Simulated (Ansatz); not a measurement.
**SiH3+ (triplet): one geometry, many settings at distance Si1–H3 = 1.372 Å**

What do other methods and options give for SiH3+ (triplet) at this geometry, and how long do they take?

Program: Ansatz 0.2.0, Gaussian basis. Level of theory: the settings change from run to run. These are calculated values, not measurements.

15 further runs of the same task are left out: 11 that didn't finish, 4 set aside as unsound or not needed.

## 1. What is computed

The geometry derives from a PBE0/def2-TZVP stationary point (not a proven minimum). One bond is set to the value named and the two fragments are kept rigid.

4 atoms, charge 1, spin multiplicity 3.

Atoms are counted from 1 here; the program's logs count them from 0.

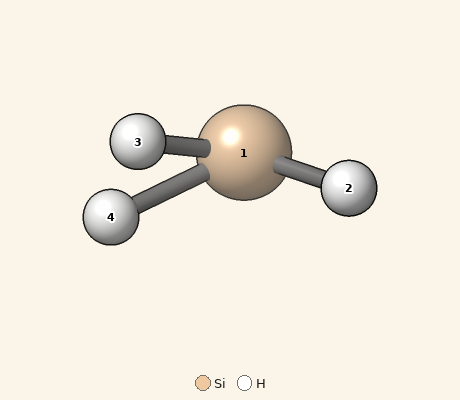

The structure; silicon light orange, hydrogen white; atoms are numbered from 1 in the order of the file.

## 2. CCSD(T) on UHF/6-31++G**

in.yaml reads:

```yaml
crystal:
  periodic: [false, false, false]
  atoms:
    - {symbol: Si, position_ang: [0.002706, 0.065203, -0.068937]}
    - {symbol: H, position_ang: [0.002706, -1.227944, -0.813669]}
    - {symbol: H, position_ang: [0.358517, -0.256666, 1.216436]}
    - {symbol: H, position_ang: [-0.436615, -0.332209, 1.518117]}
basis:
  gaussian: {orbitals: "6-31++G**"}
total_charge: 1
magnetization: {spin_polarized: true, initial_magnetization: 2}
correlation: {method: ccsd_t, electrons: all, diis_vectors: 1}
output: {forces: true}
```

Run with:

```
$ ansatz run in.yaml --threads 1 --pin off --events-out ev --progress --plain --max-ram 2393MiB
```

Log, cut to the lines that bear on the results:

```text
Functional definition: HF
  name "HF"
  cite "Fock, Z. Phys. 61, 126 (1930) doi:10.1007/BF01340294"
  parent pbe
[...]
362 factors; integrals over basis functions are off by at most 1.3e-3 eV
[...]
mean field -7896.90143363 eV, -290.2057749740 hartree, gradient 2.4e-6 eV, S^2 2.004434; 0 other end points of the search recorded, 0 dependent functions left out
reference -7896.90143363 eV, -290.2057749740 hartree; 9, 7 occupied and 32, 34 virtual orbitals, 362 factors
second order -2.34862333 eV of doubles, -0.00000000 eV of singles
cycle   1  -2.74025763 eV  change   -3.9e-1 eV  update   4.8e-2
[...]
cycle  16  -2.91256906 eV  change   -9.9e-7 eV  update   1.6e-6
perturbative correction -0.05672245 eV, -0.0020845116 hartree
[...]
Total energy: -7899.87072515 eV, -290.3148944245 hartree
Atom 0 at     0.002706     0.065203    -0.068937 Å, force    -1.421902     0.599658    -4.255005 eV/Å
Atom 1 at     0.002706    -1.227944    -0.813669 Å, force    -0.033365     0.348389     0.118800 eV/Å
Atom 2 at     0.358517    -0.256666     1.216436 Å, force     1.671325    -1.038112     4.587100 eV/Å
Atom 3 at    -0.436615    -0.332209     1.518117 Å, force    -0.216058     0.090065    -0.450895 eV/Å
Dipole moment:    -0.018647    -0.037060     0.276376 e Å
```

Wall time 4.5 s (1 thread of AMD EPYC 7B13, shared host).

From the report: ⟨S²⟩ of the determinant 2.004 (pure triplet: 2.00); correlation -2.9693 eV; T1 0.010; largest double amplitude 0.02.

## 3. HF/6-31G*

in.yaml reads:

```yaml
crystal:
  periodic: [false, false, false]
  atoms:
    - {symbol: Si, position_ang: [0.002706, 0.065203, -0.068937]}
    - {symbol: H, position_ang: [0.002706, -1.227944, -0.813669]}
    - {symbol: H, position_ang: [0.358517, -0.256666, 1.216436]}
    - {symbol: H, position_ang: [-0.436615, -0.332209, 1.518117]}
basis:
  gaussian: {orbitals: "6-31G*"}
total_charge: 1
magnetization: {spin_polarized: false, initial_magnetization: 2}
hamiltonian: {xc: hf}
scf: {lower_state_search: light}
output: {orbitals: {seedname: orbitals}}
```

Same command.

Log:

```text
Functional definition: HF
  name "HF"
  cite "Fock, Z. Phys. 61, 126 (1930) doi:10.1007/BF01340294"
  parent pbe
  exchange = exact_x
  correlation = 0
261 factors; integrals over basis functions are off by at most 8.2e-4 eV
mean field evaluation 1: about -7895.8461 eV, gradient 8.7e0 eV
mean field evaluation 2: about -7895.8517 eV, gradient 8.7e0 eV
mean field evaluation 4: about -7896.5071 eV, gradient 5.7e-1 eV
mean field evaluation 8: about -7896.5139 eV, gradient 9.9e-4 eV
mean field -7896.51390235 eV, -290.1915334619 hartree, gradient 1.4e-5 eV, S^2 2.000000; 0 other end points of the search recorded, 0 dependent functions left out
reference -7896.51390235 eV, -290.1915334619 hartree; 9, 7 occupied and 16, 18 virtual orbitals, 261 factors
Total energy: -7896.51390235 eV, -290.1915334619 hartree
```

It took 0.12 s on 1 thread of AMD EPYC 7B13, shared host.

## 4. CCSDT on UHF/6-31++G**

in.yaml reads:

```yaml
crystal:
  periodic: [false, false, false]
  atoms:
    - {symbol: Si, position_ang: [0.002706, 0.065203, -0.068937]}
    - {symbol: H, position_ang: [0.002706, -1.227944, -0.813669]}
    - {symbol: H, position_ang: [0.358517, -0.256666, 1.216436]}
    - {symbol: H, position_ang: [-0.436615, -0.332209, 1.518117]}
basis:
  gaussian: {orbitals: "6-31++G**"}
total_charge: 1
magnetization: {spin_polarized: true, initial_magnetization: 2}
correlation: {method: ccsdt, electrons: outside_noble_gas}
```

The command is unchanged.

Log, cut to the lines that bear on the results:

```text
Functional definition: HF
  name "HF"
  cite "Fock, Z. Phys. 61, 126 (1930) doi:10.1007/BF01340294"
  parent pbe
[...]
665 factors; integrals over basis functions are off by at most 1.7e-7 eV
[...]
mean field -7896.90144994 eV, -290.2057755731 hartree, gradient 2.6e-6 eV, S^2 2.004434; 0 other end points of the search recorded, 0 dependent functions left out
5 core orbitals not correlated: weight in the atoms' cores, before any rotation towards them, 1.000 or more for the frozen orbitals, at most 0.000 for the correlated occupied ones
reference -7896.90144994 eV, -290.2057755731 hartree; 4, 2 occupied and 32, 34 virtual orbitals, 665 factors
second order -2.04019007 eV of doubles, -0.00000000 eV of singles
cycle   1  -2.43538392 eV  change   -4.0e-1 eV  update   5.1e-2
[...]
cycle  14  -2.67123850 eV  change    6.3e-7 eV  update   2.8e-7
Total energy: -7899.57268844 eV, -290.3039417773 hartree
```

Run time: 3.7 s. Hardware: 1 thread of AMD EPYC 7B13, shared host.

From the report: ⟨S²⟩ of the determinant 2.004 (pure triplet: 2.00); correlation -2.6712 eV; T1 0.016; largest double amplitude 0.02.

## 5. CCSDT(Q) on UHF/6-31G*

Edit in.yaml of step 4 so:

```diff
@@ -8,5 +8,6 @@
 basis:
-  gaussian: {orbitals: "6-31++G**"}
+  gaussian: {orbitals: "6-31G*"}
 total_charge: 1
 magnetization: {spin_polarized: true, initial_magnetization: 2}
-correlation: {method: ccsdt, electrons: outside_noble_gas}
+correlation: {method: ccsdt_q, electrons: all, diis_vectors: 12}
+output: {forces: true}
```

Same command.

Log, cut to the lines that bear on the results:

```text
Functional definition: HF
  name "HF"
  cite "Fock, Z. Phys. 61, 126 (1930) doi:10.1007/BF01340294"
  parent pbe
[...]
446 factors; integrals over basis functions are off by at most 2.2e-7 eV
[...]
mean field -7896.55684099 eV, -290.1931114280 hartree, gradient 2.7e-6 eV, S^2 2.004204; 0 other end points of the search recorded, 0 dependent functions left out
reference -7896.55684099 eV, -290.1931114280 hartree; 9, 7 occupied and 16, 18 virtual orbitals, 446 factors
second order -1.85878314 eV of doubles, -0.00000000 eV of singles
cycle   1  -2.23292393 eV  change   -3.7e-1 eV  update   5.3e-2
[...]
cycle  13  -2.47748097 eV  change   -4.6e-7 eV  update   5.1e-7
perturbative correction -0.00066942 eV, -0.0000246006 hartree
[...]
Total energy: -7899.03499138 eV, -290.2841817749 hartree
Atom 0 at     0.002706     0.065203    -0.068937 Å, force    -1.435334     0.927287    -4.481731 eV/Å
Atom 1 at     0.002706    -1.227944    -0.813669 Å, force    -0.033286     0.113360    -0.013675 eV/Å
Atom 2 at     0.358517    -0.256666     1.216436 Å, force     1.758350    -1.087807     4.779124 eV/Å
Atom 3 at    -0.436615    -0.332209     1.518117 Å, force    -0.289730     0.047160    -0.283718 eV/Å
Dipole moment:    -0.013668    -0.053060     0.287828 e Å
```

Wall time 96 s (1 thread of AMD EPYC 7B13, shared host); peak memory 1.2 GiB.

From the report: ⟨S²⟩ of the determinant 2.004 (pure triplet: 2.00); correlation -2.4782 eV; T1 0.011; largest double amplitude 0.03.

## 6. CCSDT(Q)/B on ROHF/6-31G*

Edit in.yaml of step 5 so:

```diff
@@ -8,6 +8,6 @@
 basis:
-  gaussian: {orbitals: "6-31G*"}
+  gaussian: {orbitals: "6-31G*", point_charges: [{charge: -1.00, position_ang: [3.356, -0.638, 0.546]}]}
 total_charge: 1
-magnetization: {spin_polarized: true, initial_magnetization: 2}
-correlation: {method: ccsdt_q, electrons: all, diis_vectors: 12}
+magnetization: {spin_polarized: false, initial_magnetization: 2}
+correlation: {method: ccsdt_q_b, electrons: all}
 output: {forces: true}
```

Same command.

Log, cut to the lines that bear on the results:

```text
Functional definition: HF
  name "HF"
  cite "Fock, Z. Phys. 61, 126 (1930) doi:10.1007/BF01340294"
  parent pbe
[...]
446 factors; integrals over basis functions are off by at most 2.2e-7 eV
[...]
mean field -7900.64423428 eV, -290.3433203609 hartree, gradient 1.9e-6 eV, S^2 2.000000; 0 other end points of the search recorded, 0 dependent functions left out
[...]
reference -7900.64423428 eV, -290.3433203609 hartree; 9, 7 occupied and 16, 18 virtual orbitals, 446 factors
second order -1.87519132 eV of doubles, -0.02800195 eV of singles
cycle   1  -2.27982857 eV  change   -3.8e-1 eV  update   5.3e-2
[...]
cycle  14  -2.52604943 eV  change    8.3e-8 eV  update   2.2e-7
perturbative correction -0.00062853 eV, -0.0000230980 hartree
[...]
Total energy: -7903.17091225 eV, -290.4361740634 hartree
Atom 0 at     0.002706     0.065203    -0.068937 Å, force    -0.615852     0.631399    -4.201031 eV/Å
Atom 1 at     0.002706    -1.227944    -0.813669 Å, force    -0.029960     0.168329    -0.005411 eV/Å
Atom 2 at     0.358517    -0.256666     1.216436 Å, force     2.124846    -1.014490     4.696865 eV/Å
Atom 3 at    -0.436615    -0.332209     1.518117 Å, force    -0.282548     0.013372    -0.406760 eV/Å
Dipole moment:     0.180839    -0.053822     0.287181 e Å
```

It took 1.9 min on 1 thread of AMD EPYC 7B13, shared host; peak memory 1.4 GiB.

From the report: correlation -2.5267 eV; T1 0.014; largest double amplitude 0.03.

## 7. The runs in one table

| level | correlated | functions | energy (eV) | time |
| --- | --- | --- | --- | --- |
| CCSD(T) on UHF/6-31++G** | all | 41 | -7899.8707 | 4.5 s |
| HF/6-31G* |  | 25 | -7896.5139 | 0.12 s |
| CCSDT on UHF/6-31++G** | outside noble gas | 41 | -7899.5727 | 3.7 s |
| CCSDT(Q) on UHF/6-31G* | all | 25 | -7899.0350 | 96 s |
| CCSDT(Q)/B on ROHF/6-31G* (beside a point charge) | all | 25 | -7903.1709 | 1.9 min |

## 8. Summary of results

| quantity | value |
| --- | --- |
| runs | 5 |
| quickest | HF/6-31G*, 0.12 s |
| slowest | CCSDT(Q)/B on ROHF/6-31G* (beside a point charge), 1.9 min |

**Reading.** Total energies in different bases, with other cores or another treatment of relativity can't be set against each other. CCSDT(Q)/B on ROHF/6-31G* (beside a point charge) took 967 times as long as HF/6-31G*; the jobs differ in more than the method.
